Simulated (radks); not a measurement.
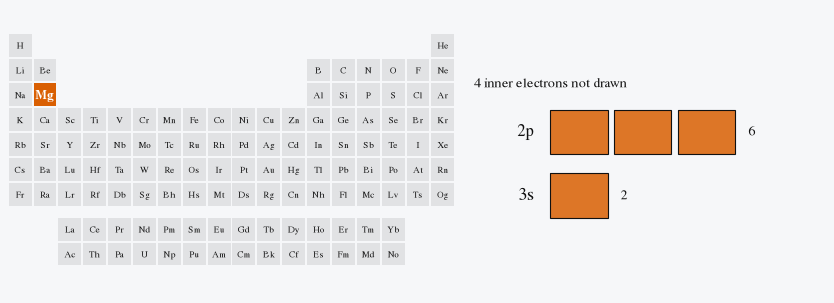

*Left, the place of magnesium in the periodic table; right, the outer shells as the input fills them: a box for each of the 2l + 1 orbitals, shaded by the share of the shell that is filled, with the electron count at the right.*

**Mg: atomic calculation**

- system: the neutral magnesium atom in the configuration [Ne] 3s2.
- method: scalar-relativistic Kohn-Sham, PBEsol, spin-polarised, spherical densities, point nucleus (the in-house radial solver radks)

## The input
```
Z 12
configuration [Ne] 3s2
relativity scalar-relativistic
functional pbe_sol,pbe_sol
spin polarised
nucleus point
c 137.035999084
history 3
max_iterations 92
```

Energies in input and log are in hartree, lengths in bohr.

Hardware: 1 thread of Intel Xeon, 108 GiB of memory available, shared host.

The run was one of a batch that the task file lists, launched with:
```bash
python <driver script> task.json out
```

## Log
```
1s      1   1.0000         -46.18074172
2s      1   1.0000          -2.92500269
2p      1   3.0000          -1.71072015
3s      1   1.0000          -0.17196492
1s      2   1.0000         -46.18074172
2s      2   1.0000          -2.92500269
2p      2   3.0000          -1.71072015
3s      2   1.0000          -0.17196492
Etot -199.84037856307125
Ekin 200.01591069823615
Encl -479.81156119829717
Eh 95.8347109613643
Exc -15.879439024374532
err 1.869415953952633e-09
it 17
```

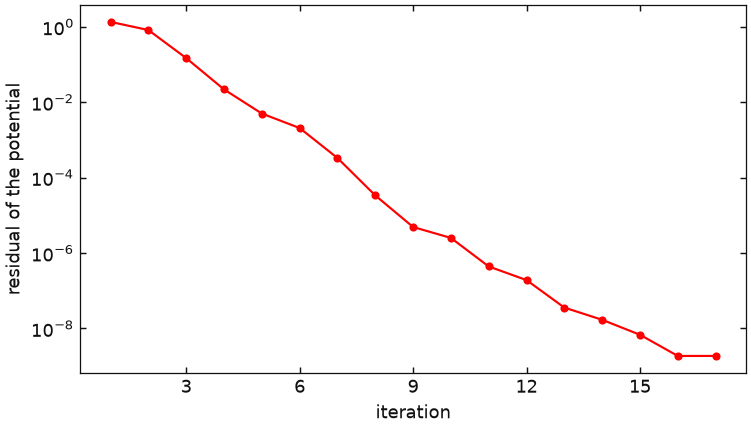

*Convergence: residual of the potential against the iteration.*

The residual falls almost steadily, with no more than small rises or pauses. It goes from 1.4 to 1.9×10⁻⁹ in 17 steps.

## What the run reported

```
                       quantity                value
                        outcome            converged
                   total energy  −199.840379 hartree
                 kinetic energy   200.015911 hartree
        electron–nucleus energy  −479.811561 hartree
                 Hartree energy    95.834711 hartree
    exchange–correlation energy   −15.879439 hartree
radius at density 0.001 e/bohr³            4.53 bohr
                 SCF iterations                   17
```

## What is odd here

A numerical setting was moved from its usual value: mixing history nhist = 3. The program ran to the end, and its total energy equals that of the same run with the usual input (−199.84038 hartree) within 10⁻⁵ hartree, so the oddity leaves no trace in it.
